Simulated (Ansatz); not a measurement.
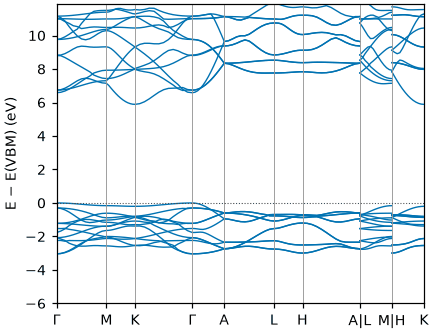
Figure: Band structure from DFT-LDA in the program Ansatz with PAW potentials

Question: Read off the gap and where the band edges lie.

Answer: About 5.9 eV (5.89 eV by a search for the band edges); maximum at Γ, minimum at K.

Question: Which of these materials gives this?
A. BaF2, P6_3/mmc (Ba on 2c, F on 2a, F on 2d)
B. LiF, P6_3/mmc (Li on 2c, F on 2d)
C. AlN, P6_3mc (Al on 2a, Al on 2b, N on 2a, N on 2b)
D. BN, wurtzite

Answer: A, BaF2, P6_3/mmc (Ba on 2c, F on 2a, F on 2d)

The workflow started from a Materials Project entry (that database holds measured and hypothetical structures alike); the Crystallography Open Database copy checked does not list it. It is not the phase usual at ambient conditions (space group No. 225). Symmetry was held in the LDA relaxation; whether a distortion lowers the energy is not shown. Scalar-relativistic: spin–orbit coupling is off unless named, which matters more the heavier the elements.

Potentials: the later of the program's two PAW sets.
